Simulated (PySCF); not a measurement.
# AlCl₃H₄N, charge +1, SMILES `[NH4+].Cl[Al](Cl)Cl`: electronic structure

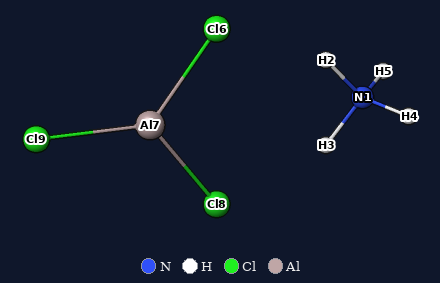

The molecule, with its atoms numbered as below. The pair's geometry is semi-empirical, so its contact may be too short or too long.

Coordinates in Å:

```
N1      -3.1165   -0.0015   -0.0129
H2      -2.4695   -0.8228    0.0030
H3      -2.4693    0.8240    0.0040
H4      -3.7039    0.0004    0.8407
H5      -3.7042    0.0011   -0.8332
Cl6     -0.5472   -1.6938    0.0031
Al7      0.6234    0.0012    0.0041
Cl8     -0.5466    1.6944    0.0031
Cl9      2.6266   -0.0010   -0.0048
```

### 1. Bonding charge

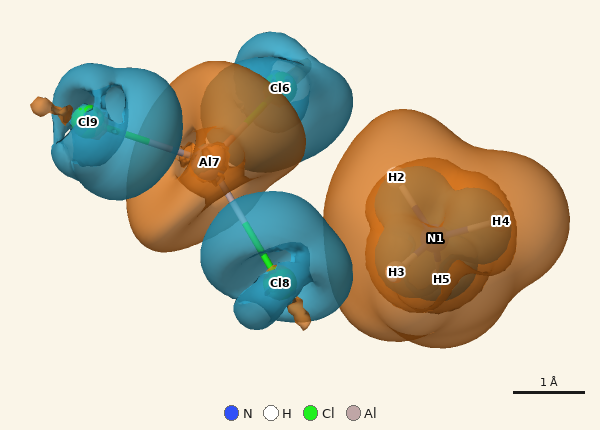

Deformation density (molecule less spherical, spin-averaged free atoms at the same positions), surfaces at ±0.04 e/Å³; light blue: gain, orange: loss.

PySCF calculation, HF/def2-TZVP, gas phase; geometry: GFN2-xTB.

Q: How much density has each bond gained at its critical point, relative to the free atoms?

A: N1–H5: +0.78 e/Å³ at the bond critical point (bond length 1.01 Å, Mayer order 0.9). N1–H4: +0.70 e/Å³ at the bond critical point (bond length 1.04 Å, Mayer order 0.9). N1–H2 and N1–H3: +0.64 e/Å³ at the bond critical point (bond length 1.05 Å, Mayer order 0.8). Al7–Cl9: +0.12 e/Å³ at the bond critical point (bond length 2.00 Å, Mayer order 1.4). Al7–Cl8 and Cl6–Al7: +0.09 e/Å³ at the bond critical point (bond length 2.06 Å, Mayer order 1.1); up to 0.6 Å beside the axis the gain reaches +0.24 e/Å³. In all, 1.7 electrons gather in the regions of gain relative to the promolecule of neutral atoms (the regions of loss give up this much and the cation's charge besides). A small or negative value marks a very polar bond, one between electron-rich atoms, whose free-atom densities already overlap strongly, a long bond to a heavier atom, or a closed-shell contact such as a hydrogen bond.

Q: Where do the Hirshfeld charges lie?

A: The highest Hirshfeld charge is on Al7 (+0.64 e), the lowest on Cl6 and Cl8 (−0.13 e).

| atom | charge (e) |
| --- | --- |
| N1 | −0.02 |
| H2 | +0.16 |
| H3 | +0.16 |
| H4 | +0.22 |
| H5 | +0.22 |
| Cl6 | −0.13 |
| Al7 | +0.64 |
| Cl8 | −0.13 |
| Cl9 | −0.12 |

### 2. Bond critical points

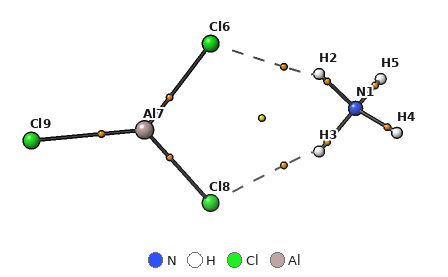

Molecular graph of the electron density (QTAIM): bond paths, bond critical points (orange), ring points (yellow, if any); weak paths are dashed.

Q: How many critical points of each kind are there, and does the count close?

A: 9 nuclei, 9 bond, 1 ring and 0 cage critical points: 9 − 9 + 1 − 0 = 1, as the Poincaré–Hopf relation requires.

Q: Tabulate density, Laplacian, ellipticity and energy density at the bond critical points (atomic units).

A:
```tsv
bond	length (Å)	ρ (a.u.)	∇²ρ (a.u.)	ε	H (a.u.)
N1–H5	1.009	0.346	−2.19	0.00	−0.585
N1–H4	1.036	0.324	−1.88	0.00	−0.505
N1–H2 (2 alike)	1.046	0.313	−1.92	0.00	−0.515
Al7–Cl9	2.003	0.091	+0.44	0.05	−0.022
Al7–Cl8 (2 alike)	2.058	0.080	+0.38	0.06	−0.016
H3–Cl8 (2 alike)	2.111	0.029	+0.09	0.01	0.000
```

Q: What kind of interaction is N1–H2?

A: Shared-shell (covalent): ρ = 0.313, ∇²ρ = −1.92, H = −0.515 a.u.

Q: Are there bond paths between atoms that aren't covalently bonded?

A: Yes: H3–Cl8 and H2–Cl6 (2.11 Å, ρ = 0.029).

### 3. Local ionisation energy

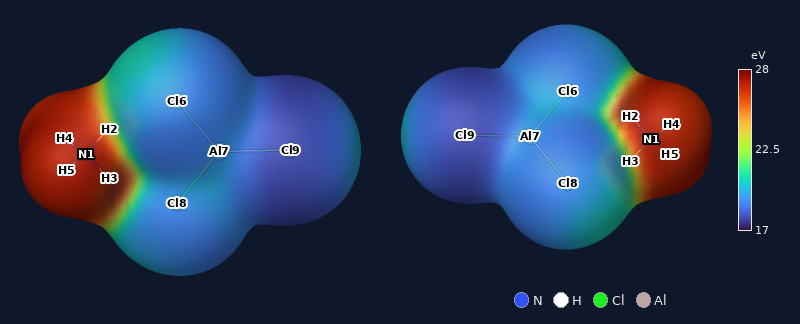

Average local ionisation energy on the surface of electron density 0.001 a.u. (back view left, front view right).

Q: Locate the minima of the map.

A: The lowest value is 17.9 eV, 2.1 Å from Cl9, and at like points elsewhere. Further minima include 17.9 eV, 2.1 Å from Cl9, and at like points elsewhere. For comparison, the highest occupied orbital lies at −16.6 eV.

Q: What volume does the surface enclose?

A: About 142 Å³.

### 4. Binding density

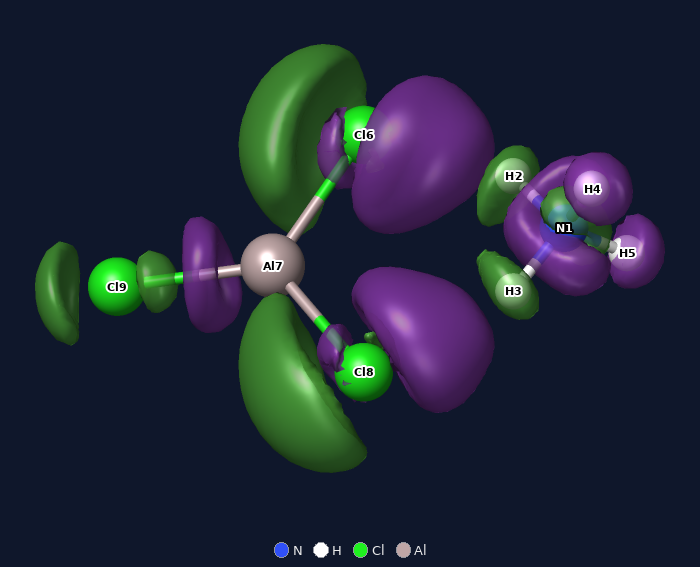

Density of the complex less the densities of the two fragments at the same geometry, ±0.01 e/Å³ (purple: gain, green: loss). Fragment A: NH4(+1) (atoms 1–5); fragment B: AlCl3.

Q: Which way does charge flow?

A: Hirshfeld charges show 0.075 e passing from B to A. By Hirshfeld charges, electrons gather most on N1 (−0.034 e) and leave Cl9 most (+0.049 e); 0.32 e is displaced in all.

Q: What is the interaction energy, and which contacts carry it?

A: The counterpoise-corrected interaction energy of the frozen fragments is −4.5 kcal/mol without dispersion correction and −12.3 kcal/mol with D3(BJ). The pair geometry is semi-empirical, not a minimum at this level. Contacts: H3···Cl8, hydrogen bond, 2.11 Å, ρ = 0.029 a.u.; H2···Cl6, hydrogen bond, 2.11 Å, ρ = 0.029 a.u. The pose is a local one from a semi-empirical search, not shown to be the most stable.

The PySCF runs shown took 2.8 s and 5.3 s on 1 thread of Intel(R) Xeon(R) 6975P-C (Granite Rapids), on a shared host.
